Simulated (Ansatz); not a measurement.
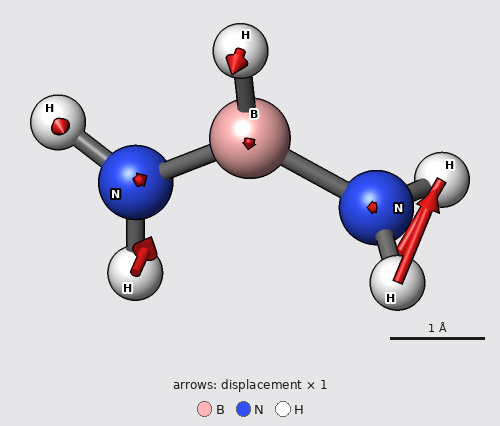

A relaxation of BN2H5. The starting structure is drawn; red arrows show the displacements, at their true length. The two geometries are superimposed by the best rigid fit.

A ball-and-stick model, seen at a tilt.

The run prepares the start of a later molecular dynamics calculation, from a guessed geometry.

All numbers below come from RKS PBE0-D4/def2-SVP (Ansatz 0.2.0). Settings: no spin polarisation; force threshold 0.02 eV/Å; at most 40 steps.

Q: What happened in the run?

A: After 11 geometry steps the energy has fallen by 38.8 kcal/mol. The largest force component goes from 3 to 0.0051 eV/Å. The atom that moves furthest after the best rigid fit is an H atom (1.13 Å). By element the largest moves are H 1.13 Å, N 0.16 Å, B 0.13 Å. Near-neighbour distances that change, for instance: B–N 1.550 → 1.412 Å, H–N 1.060 → 1.011 Å, B–H 1.190 → 1.214 Å. Among the angles between lasting bonds that change: H–N–H 120.0° → 113.7°, B–N–H 120.0° → 124.5°, N–B–N 120.0° → 123.4°. Groups turn about B–N by about 90°.
